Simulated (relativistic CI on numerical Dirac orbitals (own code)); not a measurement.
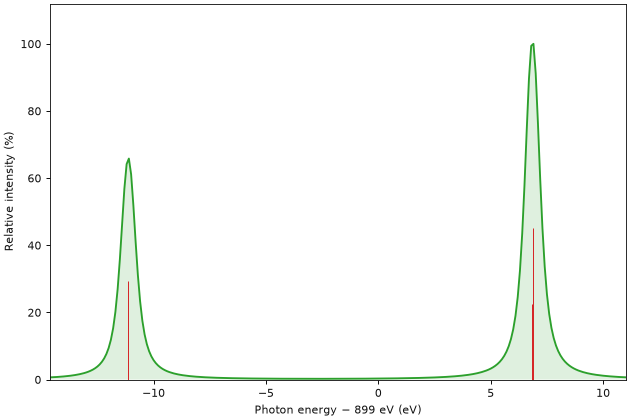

M₄,₅ X-ray absorption of Ce⁴⁺, [Xe], in a field of D3d symmetry with B20 = −700, B40 = −2,170, B43 = −600, B60 = −680, B63 = −160, B66 = 780 cm⁻¹ (Wybourne parameters). Sticks are the strongest transitions, on a scale of their own. Multiplet model: relativistic Dirac–Coulomb–Breit theory, one configuration a step, Slater integrals scaled by 0.8, 10 K, Voigt broadening (Lorentzian 0.6 eV, Gaussian 0.4 eV full widths), computed with a radial Dirac CI code.

Q: Describe the spectrum.

A: The main maxima lie at 887.9 eV (66) and 905.9 eV (100), heights in % of the largest; the centroid is at 898.7 eV. The lower edge holds 0.40 of the intensity (branching ratio, edges parted at 896 eV), and the core spin-orbit splitting of the orbitals is 19.3 eV. The ground state has S = 0.00.

Limits of the model: free-ion energies, so absolute edge positions are off by a few eV from solids.
